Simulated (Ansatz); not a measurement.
**The cluster C₂B (doublet): single points with varied inputs**

Aim: run the cluster C₂B (doublet) under a spread of inputs, and see what each costs and gives.

Method: the settings change from run to run; program: Ansatz 0.2.0, Gaussian basis.

**1. The geometry**

The geometry comes from an earlier relaxation with PBE0-D4 in a triple-zeta def2 set; it is a stationary point.

3 atoms, charge 0, spin multiplicity 2.

Atoms are counted from 1 here; the program's logs count them from 0.

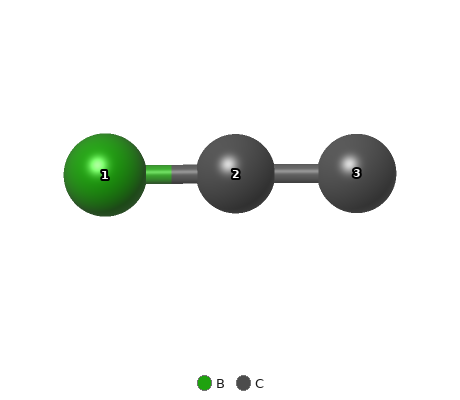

The structure; boron green, carbon dark grey; atoms are numbered from 1 in the order of the file.

**2. CAM-B3LYP/6-31G***

Set apart from the defaults: relativity set to scalar.

in.yaml

```yaml
crystal:
  periodic: [false, false, false]
  atoms:
    - {symbol: B, position_ang: [-1.023817, 0.851417, 0.148522]}
    - {symbol: C, position_ang: [0.026549, -0.017868, -0.003460]}
    - {symbol: C, position_ang: [0.997278, -0.833559, -0.145062]}
basis:
  gaussian: {orbitals: "6-31G*"}
magnetization: {spin_polarized: true, initial_magnetization: 1}
hamiltonian: {xc: {name: CAM-B3LYP}, pseudopotentials: {relativity: scalar}}
scf: {omitted_lower_state_checks: [starts]}
output: {forces: true}
```

Command:

```console
> ansatz run in.yaml --threads 4 --pin off --events-out ev --progress --plain --max-ram 3916MiB
```

Log:

```text
Functional definition: CAM-B3LYP
  name "CAM-B3LYP"
  cite "Yanai, Tew & Handy, Chem. Phys. Lett. 393, 51 (2004) doi:10.1016/j.cplett.2004.06.011"
  cite "Iikura, Tsuneda, Yanai & Hirao, J. Chem. Phys. 115, 3540 (2001) doi:10.1063/1.1383587"
  cite "Becke, Phys. Rev. A 38, 3098 (1988) doi:10.1103/PhysRevA.38.3098"
  cite "Lee, Yang & Parr, Phys. Rev. B 37, 785 (1988) doi:10.1103/PhysRevB.37.785"
  cite "Vosko, Wilk & Nusair, Can. J. Phys. 58, 1200 (1980) doi:10.1139/p80-159"
  parameter alpha = 0.19
  parameter beta = 0.46
  parameter omega = 0.33/bohr
  parameter ac = 0.81
  # Exact exchange under (alpha + beta erf(omega r))/r, Becke's under what is left of 1/r.
  exchange = (1 - alpha - beta)*b88_x + beta*b88_x_sr(omega) + alpha*exact_x + beta*exact_x_lr(omega)
  correlation = (1 - ac)*vwn5_c + ac*lyp_c
these checks for a lower state are left out or cut short: starts
427 factors; integrals over basis functions are off by at most 6.3e-4 eV
120 factors; integrals over basis functions are off by at most 1.7e-5 eV
mean field evaluation 1: about -2738.0817 eV, gradient 2.5e1 eV
mean field evaluation 2: about -2722.0777 eV, gradient 5.9e1 eV
mean field evaluation 4: about -2741.7094 eV, gradient 4.2e0 eV
mean field evaluation 8: about -2741.9166 eV, gradient 2.0e-1 eV
mean field evaluation 16: about -2741.9211 eV, gradient 1.5e-3 eV
mean field -2741.92112762 eV, -100.7637428993 hartree, gradient 6.1e-5 eV, S^2 0.781910; 0 other end points of the search recorded, 0 dependent functions left out
the calculation of the forces begins
reference -2741.92120966 eV, -100.7637459142 hartree; 9, 8 occupied and 36, 37 virtual orbitals, 427 factors
Total energy: -2741.92120966 eV, -100.7637459142 hartree
Relativity: scalar
Atom 0 at    -1.023817     0.851417     0.148522 Å, force     0.141663    -0.114063    -0.020203 eV/Å
Atom 1 at     0.026549    -0.017868    -0.003460 Å, force    -0.217824     0.174623     0.030994 eV/Å
Atom 2 at     0.997278    -0.833559    -0.145062 Å, force     0.076161    -0.060559    -0.010791 eV/Å
Dipole moment:    -0.544013     0.453217     0.078993 e Å
Checks for a lower state left out: starts
```

It took 0.5 s on 4 threads of Arm Neoverse V1, shared host.

Largest force 0.281 eV/Å, dipole 3.42 D, ⟨S²⟩ 0.782.

**3. SVWN5/pcseg-2**

This run has density fitting with cc-pVTZ-jkfit, the search for lower states set to off.

in.yaml

```yaml
crystal:
  periodic: [false, false, false]
  atoms:
    - {symbol: B, position_ang: [-1.023817, 0.851417, 0.148522]}
    - {symbol: C, position_ang: [0.026549, -0.017868, -0.003460]}
    - {symbol: C, position_ang: [0.997278, -0.833559, -0.145062]}
basis:
  gaussian: {orbitals: pcseg-2, fitting: {mean_field: cc-pVTZ-jkfit}}
magnetization: {spin_polarized: true, initial_magnetization: 1}
hamiltonian: {xc: {name: SVWN5}}
scf: {lower_state_search: off}
output: {forces: true}
```

Same command.

Log:

```text
Functional definition: SVWN5
  name "SVWN5"
  cite "Dirac, Proc. Camb. Phil. Soc. 26, 376 (1930) doi:10.1017/S0305004100016108"
  cite "Slater, Phys. Rev. 81, 385 (1951) doi:10.1103/PhysRev.81.385"
  cite "Vosko, Wilk & Nusair, Can. J. Phys. 58, 1200 (1980) doi:10.1139/p80-159"
  exchange = slater_x
  correlation = vwn5_c
these checks for a lower state are left out or cut short: stability, starts, cluster_reference, orbital_swaps, neighbouring_geometries, increment
237 factors; integrals over basis functions are off by at most 5.9e-1 eV
mean field evaluation 1: about -2707.2275 eV, gradient 4.3e1 eV
mean field evaluation 2: about -2608.0969 eV, gradient 1.1e2 eV
mean field evaluation 4: about -2716.1068 eV, gradient 1.0e1 eV
mean field evaluation 8: about -2716.7433 eV, gradient 5.9e-2 eV
mean field evaluation 16: about -2716.7446 eV, gradient 4.5e-5 eV
mean field -2716.74457221 eV, -99.8385215529 hartree, gradient 2.4e-6 eV, S^2 0.769206; 0 other end points of the search recorded, 0 dependent functions left out
the calculation of the forces begins
reference -2716.74460515 eV, -99.8385227637 hartree; 9, 8 occupied and 81, 82 virtual orbitals, 237 factors
Total energy: -2716.74460515 eV, -99.8385227637 hartree
Atom 0 at    -1.023817     0.851417     0.148522 Å, force    -0.319001     0.265450     0.046292 eV/Å
Atom 1 at     0.026549    -0.017868    -0.003460 Å, force     0.291369    -0.243793    -0.042406 eV/Å
Atom 2 at     0.997278    -0.833559    -0.145062 Å, force     0.027632    -0.021656    -0.003886 eV/Å
Dipole moment:    -0.510635     0.425811     0.074184 e Å
Checks for a lower state left out: stability, starts, cluster_reference, orbital_swaps, neighbouring_geometries, increment
```

It took 0.25 s on 4 threads of Arm Neoverse V1, shared host.

Largest force 0.418 eV/Å, dipole 3.21 D, ⟨S²⟩ 0.769.

**4. RPA/cc-pVDZ**

Options: correlated electrons set to all.

in.yaml

```yaml
crystal:
  periodic: [false, false, false]
  atoms:
    - {symbol: B, position_ang: [-1.023817, 0.851417, 0.148522]}
    - {symbol: C, position_ang: [0.026549, -0.017868, -0.003460]}
    - {symbol: C, position_ang: [0.997278, -0.833559, -0.145062]}
basis:
  gaussian: {orbitals: cc-pVDZ}
magnetization: {spin_polarized: true, initial_magnetization: 1}
hamiltonian: {xc: {name: PBE}}
correlation: {method: rpa, electrons: all}
scf: {omitted_lower_state_checks: [starts]}
```

The command is unchanged.

Log:

```text
Functional definition: PBE
  name "PBE"
  cite "Perdew, Burke & Ernzerhof, Phys. Rev. Lett. 77, 3865 (1996) doi:10.1103/PhysRevLett.77.3865"
  parent pbe
  parameter kappa = 0.804
  parameter beta = 0.06672455060314922
  exchange = pbe_x(kappa = kappa, mu = beta*pi^2/3)
  correlation = pbe_c(beta = beta)
these checks for a lower state are left out or cut short: starts
401 factors; integrals over basis functions are off by at most 6.5e-4 eV
mean field evaluation 1: about -2732.6316 eV, gradient 3.3e1 eV
mean field evaluation 2: about -2732.6295 eV, gradient 3.3e1 eV
mean field evaluation 4: about -2720.6505 eV, gradient 5.6e1 eV
mean field evaluation 8: about -2739.3782 eV, gradient 1.4e-1 eV
mean field evaluation 16: about -2739.3786 eV, gradient 1.5e-4 eV
mean field -2739.37856289 eV, -100.6703053688 hartree, gradient 1.5e-6 eV, S^2 0.771182; 0 other end points of the search recorded, 0 dependent functions left out
reference -2725.72877003 eV, -100.1686847334 hartree; 9, 8 occupied and 33, 34 virtual orbitals, 401 factors
Total energy: -2738.96721959 eV, -100.6551887812 hartree
Checks for a lower state left out: starts
```

Wall time 0.35 s (4 threads of Arm Neoverse V1, shared host).

⟨S²⟩ 0.771.

**5. PBE-QIDH/6-31G**

Set apart from the defaults: atoms shaken by 0.08 Å, density fitting with def2-universal-jkfit, a grid of angular degree 11.

in.yaml

```yaml
crystal:
  periodic: [false, false, false]
  atoms:
    - {symbol: B, position_ang: [-1.009886, 0.848008, 0.238684]}
    - {symbol: C, position_ang: [-0.005641, -0.080266, 0.066646]}
    - {symbol: C, position_ang: [0.876929, -0.793978, -0.097203]}
basis:
  gaussian: {orbitals: 6-31G, fitting: {mean_field: def2-universal-jkfit}, final_grid: {core_spheres: 5, valence_spheres: 4, degree: 11}}
magnetization: {spin_polarized: true, initial_magnetization: 1}
hamiltonian: {xc: {name: PBE-QIDH}}
output: {forces: true}
```

Launched as before.

Log:

```text
Functional definition: PBE-QIDH
  name "PBE-QIDH"
  cite "Brémond, Sancho-García, Pérez-Jiménez & Adamo, J. Chem. Phys. 141, 031101 (2014) doi:10.1063/1.4890314"
  cite "Perdew, Burke & Ernzerhof, Phys. Rev. Lett. 77, 3865 (1996) doi:10.1103/PhysRevLett.77.3865"
  parameter a = 3^(-1/3)
  parameter c = 1/3
  exchange = (1 - a)*pbe_x + a*exact_x
  correlation = (1 - c)*pbe_c + c*(mp2_os + mp2_ss)
225 factors; integrals over basis functions are off by at most 3.5e-3 eV
mean field evaluation 1: about -2729.5989 eV, gradient 2.2e1 eV
mean field evaluation 2: about -2729.5966 eV, gradient 2.2e1 eV
mean field evaluation 4: about -2733.0166 eV, gradient 5.5e0 eV
mean field evaluation 8: about -2733.4105 eV, gradient 2.7e-1 eV
mean field evaluation 16: about -2733.4191 eV, gradient 1.1e-3 eV
mean field evaluation 32: about -2733.3798 eV, gradient 9.3e-1 eV
mean field -2733.41908486 eV, -100.4512985906 hartree, gradient 4.6e-6 eV, S^2 0.807440; 3 other end points of the search recorded, 0 dependent functions left out
3 core orbitals not correlated: weight in the atoms' cores, before any rotation towards them, 1.000 or more for the frozen orbitals, at most 0.000 for the correlated occupied ones
reference -2733.41908956 eV, -100.4512987635 hartree; 6, 5 occupied and 18, 19 virtual orbitals, 225 factors
second order -5.86970651 eV of doubles, -0.00000000 eV of singles
the calculation of the forces begins
Total energy: -2735.37565840 eV, -100.5232013419 hartree
Atom 0 at    -1.009886     0.848008     0.238684 Å, force     0.023547    -0.079154     0.003080 eV/Å
Atom 1 at    -0.005641    -0.080266     0.066646 Å, force   -12.704265    10.399031     2.342999 eV/Å
Atom 2 at     0.876929    -0.793978    -0.097203 Å, force    12.680718   -10.319877    -2.346079 eV/Å
Dipole moment:    -0.679177     0.594340     0.120498 e Å
```

It took 0.35 s on 4 threads of Arm Neoverse V1, shared host.

Largest force 16.584 eV/Å, dipole 4.37 D, ⟨S²⟩ 0.807.

**6. All runs side by side**

```tsv
level	charge	multiplicity	geometry	functions	energy (eV)	time
CAM-B3LYP/6-31G*	0	2	relaxed	45	-2741.921	0.5 s
SVWN5/pcseg-2	0	2	relaxed	90	-2716.745	0.25 s
RPA/cc-pVDZ	0	2	relaxed	42	-2738.967	0.35 s
PBE-QIDH/6-31G	0	2	shaken	27	-2735.376	0.35 s
```

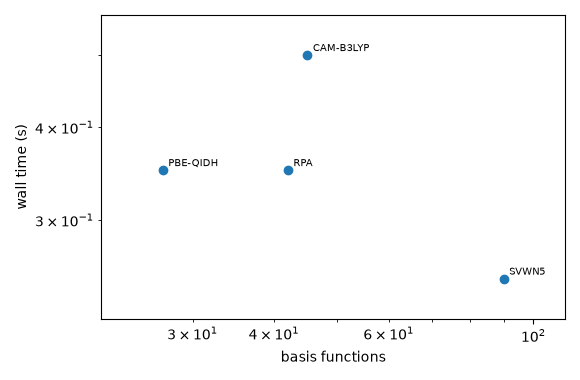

Wall time against the number of basis functions (shared host).

**7. Summary of results**

| quantity | value |
| --- | --- |
| runs | 4 |
| quickest | SVWN5/pcseg-2, 0.25 s |
| slowest | CAM-B3LYP/6-31G*, 0.5 s |
| spread of total energies, same state and geometry | 25.2 eV |
| dipole, same state and geometry | 3.21 to 3.42 D |

In words: Run time spans a factor of 2, from SVWN5/pcseg-2 to CAM-B3LYP/6-31G*. The jobs differ in tasks and options as well as level. Total energies at one charge and spin differ by 25 eV between levels, so only differences within one level mean anything. At the PBE0-D4/def2-TZVP geometry and in the same state, the sound runs without point charges leave forces up to 0.42 eV/Å (SVWN5/pcseg-2), against 16.6 eV/Å where the atoms were moved.
